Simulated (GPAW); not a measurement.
# A GW chain in GPAW: LiH (Fm-3m), part 2 of 2

Wanted: ground state, empty states, screening and self-energy for LiH (Fm-3m).

GPAW 26.7.0; PBE and many-body steps on it, plane waves. Known limits of the many-body steps: not at the basis limit.

So far. Step 3 (Bands along the symmetry lines): The gap is 2.999 eV, as in the run before at this level. Step 4 (Empty states on the mesh, 6×6×6 mesh, 63 bands): On this mesh the gap is 2.999 eV.

The database entry behind the starting cell differs from later determinations by our own check (the deuteride, about 0.2 % short), so it need not match the best structure at ambient conditions.

## Step 5: Screening and self-energy, 6×6×6 mesh, 53 bands, screening to 125 eV

G0W0 replaces the xc potential by the self-energy, built once from these orbitals. Only a window of levels is corrected, while the sums run over the empty bands that the input names.

This step: G0W0 on PBE, plane waves, PAW.

Input file run.py:

```python
import json
import numpy as np
from gpaw.mpi import world
from gpaw.response.g0w0 import G0W0

gw = G0W0('full.gpw',
    filename='gw',
    kpts=[0, 12],
    bands=(0, 3),
    ecut=125,
    nbands=53,
    integrate_gamma='WS',
    ppa=True)
gw.calculate()
res = {mode: {k: v for k, v in r.items() if k != 'sigma_eskwn'}
       for mode, r in gw.all_results.items()}

if world.rank == 0:
    with open('result.json', 'w') as f:
        json.dump(res, f, default=lambda x: x.tolist())
```

Launch:

```
mpirun -n 4 gpaw python run.py
```

Numbers of over 12 decimals in the logs are rounded to 6 here.

The log of the run:

```text
Using integrator: PointIntegrator
FrequencyGridDescriptor(from 0.000+0.000j to 0.000+27.211j eV, 2 points)
Nonperiodic BCs:  [False False False]
Using integrator: PointIntegrator
FrequencyGridDescriptor(from 0.000+0.000j to 0.000+27.211j eV, 2 points)
Nonperiodic BCs:  [False False False]
  ___  _ _ _
 |   || | | |
 | | || | | |
 |__ ||_____|
 |___|

BZ k-points: Symmetries present (total): 48

  [... matrices ...]
216 k-points: 6 x 6 x 6 Monkhorst-Pack grid + [1/12,1/12,1/12]
16 k-points in the irreducible part of the Brillouin zone
       k-points in crystal coordinates                weights
   0:     0.00000000    0.00000000    0.00000000          1/216
   1:     0.16666667    0.16666667    0.00000000          6/216
   2:     0.16666667    0.16666667    0.16666667          8/216
   3:     0.33333333    0.16666667    0.16666667         12/216
   4:     0.33333333    0.33333333   -0.33333333         12/216
   5:     0.33333333    0.33333333    0.00000000          6/216
   6:     0.33333333    0.33333333    0.16666667         24/216
   7:     0.33333333    0.33333333    0.33333333          8/216
   8:     0.50000000    0.33333333   -0.33333333         24/216
   9:     0.50000000    0.33333333   -0.16666667         12/216
          ...
  15:     0.50000000    0.50000000    0.50000000          4/216

Distributing spins, k-points and bands (1 x 2 x 3) over 4 processes
Number of blocks: 1

Quasi particle states:
k-points (IBZ indices): [0, 12]
Band range: (0, 3)
  [... matrices ...]
Computational parameters:
Plane wave cut-off: 125 eV
Number of bands: 53
Coulomb cutoff: None
Broadening: 0.1 eV

fxc modes: GW
Kernel: RPA
Using Godby-Needs plasmon-pole approximation:
  Fitting energy: i*E0, E0 = 1.000 Hartree
Summing all q:

Calculating screened Coulomb potential
No Coulomb truncation
FrequencyGridDescriptor(from 0.000+0.000j to 0.000+27.211j eV, 2 points)
Removing empty qpoint cache files...

Calculating chi0 body with:
    Ground state adapter containing:
    Number of spins: 1
    Number of kpoints: 216
    Number of irreducible kpoints: 16
    Number of completely occupied states: 1
    Number of partially occupied states: 1
    Occupied states memory: 0.088989 M / cpu

    Linear response parametrization:
    q_c: [1.3877787807814457e-17, 1.3877787807814457e-17, 1.3877787807814457e-17]
    Number of frequency points: 2
    Planewave cutoff: 125.0
    Number of bands: 53
    Number of planewaves: 59
    Broadening (eta): 1e-06
    comm.size: 4
    kncomm.size: 4
    blockcomm.size: 1

    Memory estimate of potentially large arrays:
        chi0_wGG: 0.106232 M / cpu
Integrating chi0 body.

Symmetries of q_c:
    Direct symmetries (Uq -> q): 48
    Indirect symmetries (TUq -> q): 0
In total 48 allowed symmetries.

  [... matrices ...]
16 groups of equivalent kpoints. 92.592593% reduction.

Integral kind: response function
Integrating chi0 head and wings.

Symmetries of q_c:
    Direct symmetries (Uq -> q): 48
    Indirect symmetries (TUq -> q): 0
In total 48 allowed symmetries.

  [... matrices ...]
16 groups of equivalent kpoints. 92.592593% reduction.

Integral kind: response function wings

Calculating chi0 body with:
    Ground state adapter containing:
    Number of spins: 1
    Number of kpoints: 216
    Number of irreducible kpoints: 16
    Number of completely occupied states: 1
    Number of partially occupied states: 1
[... the further q-points ...]

Results:
f:      Occupation numbers
eps:     KS-eigenvalues [eV]
vxc:     KS vxc [eV]
exx:     Exact exchange [eV]
sigma:   Self-energies [eV]
dsigma:  Self-energy derivatives
Z:       Renormalization factors
qp:      QP-energies [eV]

k-point 0 (0): (0.000, 0.000, 0.000)                GW
band       f     eps     vxc     exx   sigma  dsigma       Z      qp
                                                                   GW
   0   1.000  -5.649  -9.929 -15.693   3.348  -0.300   0.769  -7.507
   1   0.000  15.084 -11.919  -4.901  -6.022  -0.552   0.644  15.726
   2   0.000  17.137  -8.503  -2.285  -5.177  -0.409   0.710  17.876

k-point 1 (12): (0.500, 0.500, 0.000)                GW
band       f     eps     vxc     exx   sigma  dsigma       Z      qp
                                                                   GW
   0   1.000  -0.369 -11.348 -14.586   1.507  -0.292   0.774  -1.709
   1   0.000   2.629  -7.632  -3.700  -3.208  -0.229   0.813   3.218
   2   0.000  10.217  -8.083  -2.609  -4.381  -0.277   0.783  11.074
```

Elapsed: 23 s, on 4 MPI ranks of Arm Neoverse V1, shared host; peak memory 0.71 GiB.

This step gave:

```yaml
g0w0_gap_on_the_points_computed: 4.927 eV
least_direct_g0w0_gap_on_the_computed_points: 4.927 eV
z_at_the_valence_top: 0.7739
z_at_the_conduction_bottom: 0.8134
starting_gap_on_the_mesh: 2.999 eV
k_of_the_valence_top: 0.5, 0.5, 0
k_of_the_conduction_bottom: 0.5, 0.5, 0
```

The gap on the mesh goes from 3.00 eV to 4.93 eV, a correction of +1.93 eV.

Limits: finite bands, cutoff and mesh. v1 is the top filled band, c1 the lowest empty one. The levels before and after the correction (eV, zero at the valence-band top of each column):

|  | conduction bottom | valence top |
| --- | --- | --- |
| Kohn-Sham | 3.00 | 0.00 |
| G0W0 | 4.93 | 0.00 |

|  | level | energy (eV) |
| --- | --- | --- |
| Kohn-Sham | (0.5 0.5 0) v1 | 0.000 |
| Kohn-Sham | (0.5 0.5 0) c1 | 2.999 |
| Kohn-Sham | (0.5 0.5 0) c2 | 10.586 |
| G0W0 | (0.5 0.5 0) v1 | 0.000 |
| G0W0 | (0.5 0.5 0) c1 | 4.927 |
| G0W0 | (0.5 0.5 0) c2 | 12.783 |

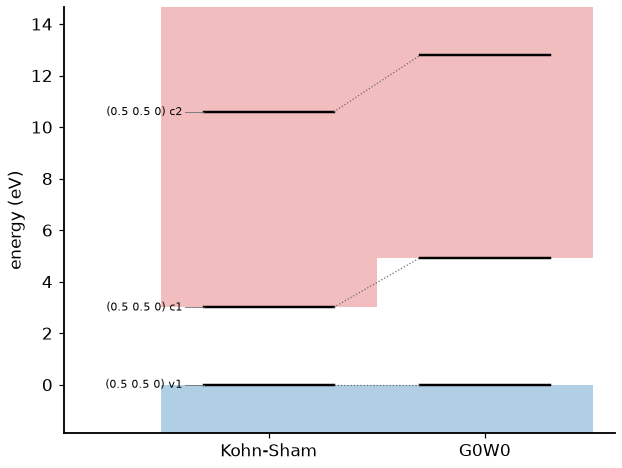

Levels before and after the correction. Shaded: valence and conduction bands.

## Step 6: Where the time went

Times are wall times on 4 MPI ranks of Arm Neoverse V1, shared host, good to a factor of about two.

| step | time | share | memory (GiB) |
| --- | --- | --- | --- |
| ground state | 4.6 s | 13 % | 0.56 |
| bands along the symmetry lines | 4.3 s | 12 % | 0.57 |
| empty states on the mesh | 4.6 s | 13 % | 0.7 |
| screening and self-energy | 23 s | 63 % | 0.71 |

## Step 7: What came out

```json
{
  "PBE gap": "3.00 eV, direct",
  "G0W0 gap on the mesh": "4.93 eV",
  "GW settings": "6×6×6 mesh, 53 bands, screening to 125 eV, Godby-Needs plasmon pole",
  "known limits": "not at the basis limit"
}
```

What this shows: G0W0 moves the gap on the mesh from 3.00 eV to 4.93 eV (+1.93 eV), with Z of 0.77 and 0.81 at the edges. Only 2 of the mesh's irreducible points were corrected, so a valley elsewhere could overtake. The dearest step here is «screening and self-energy». Bands and cutoff are finite, so the gap is not at the basis limit. The miss can reach some tenths of an eV and take either sign; the mesh is an error of its own. These stock PAW sets were not made for GW. In the G0W0 run levels were corrected at 2 k points alone, so a gap called «on the mesh» is the least over those, and an edge elsewhere would be missed.

[Paths, hosts, dates, memory and timing lines, banners, echoed tables and standing remarks are left out of the program output.]

[Logs are printed without paths, hosts, clocks, repeated set-up lines and the standing remarks that a program may print on its own settings, such as how far it seeks lower states.]

[Runs of the session that timed out or met a known fault of the program may be left out.]

[Hosts, paths, dates, database ids (printed as entryN), source tags and the programs' standing remarks are cut or masked in the printed files.]
